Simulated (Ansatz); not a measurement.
# CH4FSi+: one structure at several levels

The atoms stand at a structure displaced at random from a GFN2-xTB minimum. How far do the functionals agree with CCSD(T) there?

Method: single points in def2-TZVPP; program: Ansatz 0.2.0, Gaussian basis.

Cores are frozen in the correlated methods.

## 1. The system as given

SMILES `FC[SiH2+]`, 7 atoms, charge 1, spin multiplicity 1.

Atoms are counted from 1 here; the program's logs count them from 0.

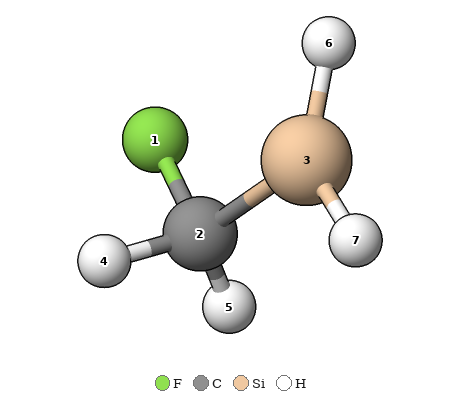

Start geometry, drawn with fluorine green, carbon grey, silicon light orange, hydrogen white; atoms are numbered from 1 in the order of the file.

Coordinates:

```xyz
7
CH4FSi
F    -1.79580    0.28560    0.10840
C    -0.59630   -0.12710   -0.54880
Si    0.92040    0.25570    0.64170
H    -0.85520   -1.29230   -0.56400
H    -0.60580    0.20570   -1.53980
H     0.61190    0.93550    1.73750
H     2.12170   -0.08630    0.12890
```

## 2. CCSD(T)/def2-TZVPP

File run/in.yaml:

```yaml
crystal:
  periodic: [false, false, false]
  atoms:
    - {symbol: F, position_ang: [-1.795800, 0.285600, 0.108400]}
    - {symbol: C, position_ang: [-0.596300, -0.127100, -0.548800]}
    - {symbol: Si, position_ang: [0.920400, 0.255700, 0.641700]}
    - {symbol: H, position_ang: [-0.855200, -1.292300, -0.564000]}
    - {symbol: H, position_ang: [-0.605800, 0.205700, -1.539800]}
    - {symbol: H, position_ang: [0.611900, 0.935500, 1.737500]}
    - {symbol: H, position_ang: [2.121700, -0.086300, 0.128900]}
basis:
  gaussian: {orbitals: def2-TZVPP}
total_charge: 1
correlation: {method: ccsd_t}
output: {forces: true}
```

The command line of these runs was not kept.

## 3. PBE0-D4/def2-TZVPP

Changes to run/in.yaml since step 2:

```diff
@@ -13,3 +13,3 @@
 total_charge: 1
-correlation: {method: ccsd_t}
-output: {forces: true}
+hamiltonian: {xc: pbe0, dispersion: d4}
+output: {forces: true, orbitals: {seedname: orbitals}}
```

## 4. wB97M-V/def2-TZVPP

Changes to run/in.yaml since step 3:

```diff
@@ -13,3 +13,3 @@
 total_charge: 1
-hamiltonian: {xc: pbe0, dispersion: d4}
-output: {forces: true, orbitals: {seedname: orbitals}}
+hamiltonian: {xc: {name: wB97M-V}}
+output: {forces: true}
```

## 5. r2SCAN-D4/def2-TZVPP

Changes to run/in.yaml since step 4:

```diff
@@ -13,3 +13,3 @@
 total_charge: 1
-hamiltonian: {xc: {name: wB97M-V}}
+hamiltonian: {xc: r2scan, dispersion: d4}
 output: {forces: true}
```

## 6. PBE-D4/def2-TZVPP

Changes to run/in.yaml since step 5:

```diff
@@ -13,3 +13,3 @@
 total_charge: 1
-hamiltonian: {xc: r2scan, dispersion: d4}
+hamiltonian: {xc: pbe, dispersion: d4}
 output: {forces: true}
```

## 7. CAM-B3LYP-D4/def2-TZVPP

Changes to run/in.yaml since step 6:

```diff
@@ -13,3 +13,3 @@
 total_charge: 1
-hamiltonian: {xc: pbe, dispersion: d4}
+hamiltonian: {xc: {name: CAM-B3LYP}, dispersion: d4}
 output: {forces: true}
```

## 8. BHLYP-D4/def2-TZVPP

Changes to run/in.yaml since step 7:

```diff
@@ -13,3 +13,3 @@
 total_charge: 1
-hamiltonian: {xc: {name: CAM-B3LYP}, dispersion: d4}
+hamiltonian: {xc: {name: BHLYP}, dispersion: d4}
 output: {forces: true}
```

(Steps that only read results are left out.)

**Question.** What will these runs give? Wanted: energy less free atoms, CCSD(T)/def2-TZVPP; RMS force component; RMS force error; HOMO and LUMO, PBE0-D4; T1 diagnostic.

The runs gave:

| quantity | value |
| --- | --- |
| energy less free atoms, CCSD(T)/def2-TZVPP | -314.7 kcal/mol |
| RMS force component | 2.072 to 2.156 eV/Å over the methods |
| RMS force error | PBE0-D4 0.148, wB97M-V 0.067, r2SCAN-D4 0.115, PBE-D4 0.212, CAM-B3LYP-D4 0.079, BHLYP-D4 0.198 eV/Å |
| HOMO and LUMO, PBE0-D4 | -14.79 and -9.84 eV |
| T1 diagnostic | 0.013 |

In words: Against CCSD(T) the functionals' energies less atoms differ by -20.8 to +0.1 kcal/mol, PBE-D4 by -20.8 kcal/mol. CCSD(T) in triple zeta still lacks some correlation energy of the bonds, so part of these gaps is its own basis error and they don't rank the functionals. The forces of wB97M-V come nearest to CCSD(T), those of PBE-D4 are farthest. Frozen-core CCSD(T) forces in triple zeta carry basis errors of their own, and this is one geometry, so small gaps rank nothing.
